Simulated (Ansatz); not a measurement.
# AlAsH₃ (doublet): one geometry, many settings at a displaced geometry (v2)

What do other methods and options give for AlAsH₃ (doublet) at this geometry, and how long do they take?

Program: Ansatz 0.2.0, Gaussian basis. Level of theory: the settings change from run to run. These are calculated values, not measurements.

24 further runs of the same task are left out: 3 for a known fault of the program, 9 that didn't finish, 12 set aside as unsound or not needed.

**1. What is computed**

The geometry is a PBE0/def2-TZVP stationary point (not a proven minimum) with its atoms shifted at random (size 0.100 Å). No spin-orbit coupling is included. The filled d shell of As may be among the frozen orbitals whatever the setting's name suggests; the logs give the count.

5 atoms, charge 0, spin multiplicity 2.

Atoms are counted from 1 here; the program's logs count them from 0.

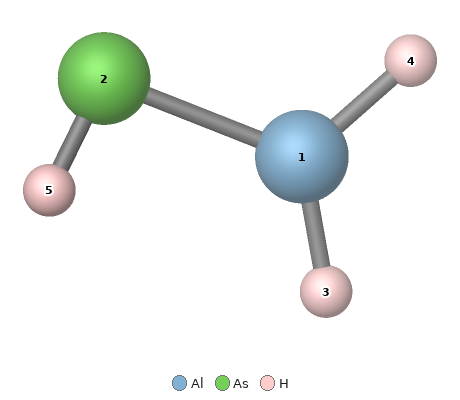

The geometry (aluminium light blue, arsenic green, hydrogen pink); atoms are numbered from 1 in the order of the file.

**2. HF/cc-pVDZ**

Input file in.yaml:

```yaml
crystal:
  periodic: [false, false, false]
  atoms:
    - {symbol: Al, position_ang: [0.119663, 0.016422, 1.743034]}
    - {symbol: As, position_ang: [-0.045211, -0.023424, -0.684988]}
    - {symbol: H, position_ang: [0.031409, 1.355703, 2.558805]}
    - {symbol: H, position_ang: [0.114517, -1.451163, 2.533785]}
    - {symbol: H, position_ang: [0.011459, 1.396979, -0.835745]}
basis:
  gaussian: {orbitals: cc-pVDZ}
magnetization: {spin_polarized: false, initial_magnetization: 1}
hamiltonian: {xc: hf}
scf: {lower_state_search: light}
output: {orbitals: {seedname: orbitals}}
```

The run is started by

```sh
$ ansatz run in.yaml --threads 1 --pin off --events-out ev --progress --plain --max-ram 2393MiB
```

The log of the run:

```text
Functional definition: HF
  name "HF"
  cite "Fock, Z. Phys. 61, 126 (1930) doi:10.1007/BF01340294"
  parent pbe
  exchange = exact_x
  correlation = 0
639 factors; integrals over basis functions are off by at most 1.0e-3 eV
mean field evaluation 1: about -67424.0475 eV, gradient 9.7e0 eV
mean field evaluation 2: about -67424.0603 eV, gradient 9.8e0 eV
mean field evaluation 4: about -67424.6799 eV, gradient 5.9e-1 eV
mean field evaluation 8: about -67424.6828 eV, gradient 9.6e-5 eV
mean field evaluation 16: about -67424.2552 eV, gradient 1.8e0 eV
mean field evaluation 32: about -67424.2598 eV, gradient 1.8e0 eV
mean field -67424.68280491 eV, -2477.8113909888 hartree, gradient 1.0e-5 eV, S^2 0.750000; 0 other end points of the search recorded, 0 dependent functions left out
reference -67424.68280491 eV, -2477.8113909888 hartree; 25, 24 occupied and 35, 36 virtual orbitals, 639 factors
Total energy: -67424.68280491 eV, -2477.8113909888 hartree
```

It took 4.7 s on 1 thread of Intel Xeon at 2.50GHz, shared host.

**3. CCSDTQ on UHF/STO-3G**

in.yaml: that of step 2 with these lines changed.

```diff
@@ -9,6 +9,5 @@
 basis:
-  gaussian: {orbitals: cc-pVDZ}
-magnetization: {spin_polarized: false, initial_magnetization: 1}
-hamiltonian: {xc: hf}
-scf: {lower_state_search: light}
-output: {orbitals: {seedname: orbitals}}
+  gaussian: {orbitals: STO-3G}
+magnetization: {spin_polarized: true, initial_magnetization: 1}
+hamiltonian: {pseudopotentials: {relativity: scalar}}
+correlation: {method: ccsdtq, electrons: outside_noble_gas}
```

Same command.

The log of the run (excerpt; [...] marks lines left out):

```text
Functional definition: HF
  name "HF"
  cite "Fock, Z. Phys. 61, 126 (1930) doi:10.1007/BF01340294"
  parent pbe
[...]
421 factors; integrals over basis functions are off by at most 4.6e-8 eV
[...]
mean field -67197.78839726 eV, -2469.4731753023 hartree, gradient 2.5e-6 eV, S^2 0.757523; 2 other end points of the search recorded, 0 dependent functions left out
determinant -67197.78839726 eV, -2469.4731753023 hartree, with singles and doubles -67199.77901547 eV, -2469.5463291722 hartree
determinant -67195.67870255 eV, -2469.3956454517 hartree, with singles and doubles -67197.69418416 eV, -2469.4697130348 hartree
19 core orbitals not correlated: weight in the atoms' cores, before any rotation towards them, 0.991 or more for the frozen orbitals, at most 0.003 for the correlated occupied ones
reference -67197.78839726 eV, -2469.4731753023 hartree; 6, 5 occupied and 5, 6 virtual orbitals, 421 factors
second order -1.33748650 eV of doubles, -0.00000000 eV of singles
cycle   1  -1.74398001 eV  change   -4.1e-1 eV  update   6.2e-2
[...]
cycle  17  -2.01922782 eV  change    9.8e-7 eV  update   6.0e-7
Total energy: -67199.80762508 eV, -2469.5473805561 hartree
Relativity: scalar
```

Run time: 33 s. Hardware: 1 thread of Intel Xeon at 2.50GHz, shared host.

From the report: ⟨S²⟩ of the determinant 0.758 (pure doublet: 0.75); correlation -2.0192 eV; T1 0.009; largest double amplitude 0.06.

**4. CCSD on UHF/cc-pVDZ**

in.yaml: that of step 3 with these lines changed.

```diff
@@ -9,5 +9,4 @@
 basis:
-  gaussian: {orbitals: STO-3G}
+  gaussian: {orbitals: cc-pVDZ}
 magnetization: {spin_polarized: true, initial_magnetization: 1}
-hamiltonian: {pseudopotentials: {relativity: scalar}}
-correlation: {method: ccsdtq, electrons: outside_noble_gas}
+correlation: {method: ccsd, electrons: outside_noble_gas}
```

Launched as before.

The log of the run (excerpt; [...] marks lines left out):

```text
Functional definition: HF
  name "HF"
  cite "Fock, Z. Phys. 61, 126 (1930) doi:10.1007/BF01340294"
  parent pbe
[...]
639 factors; integrals over basis functions are off by at most 1.0e-3 eV
[...]
mean field -67424.77209781 eV, -2477.8146724426 hartree, gradient 3.4e-6 eV, S^2 0.759261; 3 other end points of the search recorded, 0 dependent functions left out
determinant -67424.77209781 eV, -2477.8146724426 hartree, with singles and doubles -67429.99335290 eV, -2478.0065500280 hartree
determinant -67423.36659008 eV, -2477.7630209862 hartree, with singles and doubles -67428.70141236 eV, -2477.9590720889 hartree
19 core orbitals not correlated: weight in the atoms' cores, before any rotation towards them, 1.000 or more for the frozen orbitals, at most 0.000 for the correlated occupied ones
reference -67424.77209781 eV, -2477.8146724426 hartree; 6, 5 occupied and 35, 36 virtual orbitals, 639 factors
second order -4.21008111 eV of doubles, -0.00000000 eV of singles
cycle   1  -5.22125495 eV  change    1.3e-7 eV  update   4.5e-4
[...]
cycle   8  -5.22125742 eV  change    7.5e-6 eV  update   3.2e-6
Total energy: -67429.99335523 eV, -2478.0065501137 hartree
```

Run time: 13 s. Hardware: 1 thread of Intel Xeon at 2.50GHz, shared host.

From the report: ⟨S²⟩ of the determinant 0.759 (pure doublet: 0.75); correlation -5.2213 eV; T1 0.014; largest double amplitude 0.04.

**5. NEVPT2(1,2)/cc-pVDZ**

in.yaml: that of step 4 with these lines changed.

```diff
@@ -10,3 +10,4 @@
   gaussian: {orbitals: cc-pVDZ}
-magnetization: {spin_polarized: true, initial_magnetization: 1}
-correlation: {method: ccsd, electrons: outside_noble_gas}
+magnetization: {spin_polarized: false, initial_magnetization: 1}
+correlation: {method: sc_nevpt2, electrons: outside_noble_gas, active_space: {window: {electrons: 1, orbitals: 2}}}
+accuracy: high
```

The command is unchanged.

The log of the run (excerpt; [...] marks lines left out):

```text
Functional definition: HF
  name "HF"
  cite "Fock, Z. Phys. 61, 126 (1930) doi:10.1007/BF01340294"
  parent pbe
[...]
1271 factors; integrals over basis functions are off by at most 4.5e-9 eV
[...]
mean field -67424.68288228 eV, -2477.8113938324 hartree, gradient 1.3e-8 eV, S^2 0.750000; 2 other end points of the search recorded, 0 dependent functions left out
reference -67424.68288228 eV, -2477.8113938324 hartree; 25, 24 occupied and 35, 36 virtual orbitals, 1271 factors
state -67424.68288228 eV, -2477.8113938324 hartree
state -67424.68288228 eV, -2477.8113938324 hartree; corrected -67429.01214126 eV, -2477.9704911653 hartree
WARN: 1 active orbitals are nearly empty or full. The corrections depend on them more than the energy does, and are more stable in an active space without them
Total energy: -67429.01214126 eV, -2477.9704911653 hartree
```

It took 21 s on 1 thread of Intel Xeon at 2.50GHz, shared host.

From the report: 2 determinants; active occupations 1.00, 0.00. The report marks this result as in doubt.

**6. CCSD(T) on UHF/cc-pVDZ**

in.yaml: that of step 5 with these lines changed.

```diff
@@ -9,5 +9,6 @@
 basis:
-  gaussian: {orbitals: cc-pVDZ}
-magnetization: {spin_polarized: false, initial_magnetization: 1}
-correlation: {method: sc_nevpt2, electrons: outside_noble_gas, active_space: {window: {electrons: 1, orbitals: 2}}}
+  gaussian: {orbitals: cc-pVDZ, fitting: {mean_field: def2-universal-jkfit}}
+magnetization: {spin_polarized: true, initial_magnetization: 1}
+correlation: {method: ccsd_t, electrons: valence, diis_vectors: 1}
 accuracy: high
+output: {forces: true}
```

Launched as before.

The log of the run (excerpt; [...] marks lines left out):

```text
Functional definition: HF
  name "HF"
  cite "Fock, Z. Phys. 61, 126 (1930) doi:10.1007/BF01340294"
  parent pbe
[...]
448 factors; integrals over basis functions are off by at most 4.3e-1 eV
[...]
mean field -67424.77124215 eV, -2477.8146409975 hartree, gradient 2.9e-8 eV, S^2 0.759261; 1 other end points of the search recorded, 0 dependent functions left out
determinant -67424.77124215 eV, -2477.8146409975 hartree, with singles and doubles -67430.45236583 eV, -2478.0234184422 hartree
determinant -67423.36561831 eV, -2477.7629852742 hartree, with singles and doubles -67429.15912587 eV, -2477.9758927500 hartree
14 core orbitals not correlated: weight in the atoms' cores, before any rotation towards them, 1.000 or more for the frozen orbitals, at most 0.000 for the correlated occupied ones
reference -67424.77124215 eV, -2477.8146409975 hartree; 11, 10 occupied and 35, 36 virtual orbitals, 448 factors
second order -4.69724467 eV of doubles, -0.00000000 eV of singles
cycle   1  -5.68101404 eV  change    1.1e-4 eV  update   4.6e-4
[...]
cycle  42  -5.68101618 eV  change  -4.2e-10 eV  update   1.9e-9
perturbative correction -0.14304118 eV, -0.0052566663 hartree
[...]
Total energy: -67430.59529950 eV, -2478.0286711576 hartree
Atom 0 at     0.119663     0.016422     1.743034 Å, force    -0.200017    -0.912986     0.519486 eV/Å
Atom 1 at    -0.045211    -0.023424    -0.684988 Å, force    -0.068004    -2.332683    -0.118422 eV/Å
Atom 2 at     0.031409     1.355703     2.558805 Å, force     0.074012     0.213621     0.175195 eV/Å
Atom 3 at     0.114517    -1.451163     2.533785 Å, force     0.088718     0.769709    -0.410392 eV/Å
Atom 4 at     0.011459     1.396979    -0.835745 Å, force     0.105291     2.262338    -0.165867 eV/Å
Dipole moment:     0.063817     0.130764     0.017022 e Å
```

It took 66 s on 1 thread of Intel Xeon at 2.50GHz, shared host; peak memory 0.26 GiB.

From the report: ⟨S²⟩ of the determinant 0.759 (pure doublet: 0.75); correlation -5.8241 eV; T1 0.010; largest double amplitude 0.04.

**7. All runs side by side**

Where basis and cores are those of an earlier UCCSDT(Q)/cc-pVDZ run (-67430.1473 eV), and the state is the same kind, the miss against it is given. † marks a result that the program doubts.

```
                                level         correlated  functions  energy (eV)  from UCCSDT(Q) (meV)   time
                           HF/cc-pVDZ                            60  -67424.6828                5464.5  4.7 s
CCSDTQ on UHF/STO-3G (relativity set)  outside noble gas         30  -67199.8076                         33 s
                  CCSD on UHF/cc-pVDZ  outside noble gas         60  -67429.9934                 153.9   13 s
                NEVPT2(1,2)/cc-pVDZ †  outside noble gas         60  -67429.0121                1135.1   21 s
               CCSD(T) on UHF/cc-pVDZ            valence         60  -67430.5953                         66 s
```

**8. Outcome**

| quantity | value |
| --- | --- |
| runs | 5 |
| quickest | HF/cc-pVDZ, 4.7 s |
| slowest | CCSD(T) on UHF/cc-pVDZ, 66 s |

In words: Total energies in different bases, with other cores or another treatment of relativity can't be set against each other. CCSD(T) on UHF/cc-pVDZ took 14 times as long as HF/cc-pVDZ; the jobs differ in more than the method. Among the correlated runs with a miss given, it spans +154 to +1135 meV. Hartree-Fock, CASSCF and CASCI lack dynamic correlation by design.
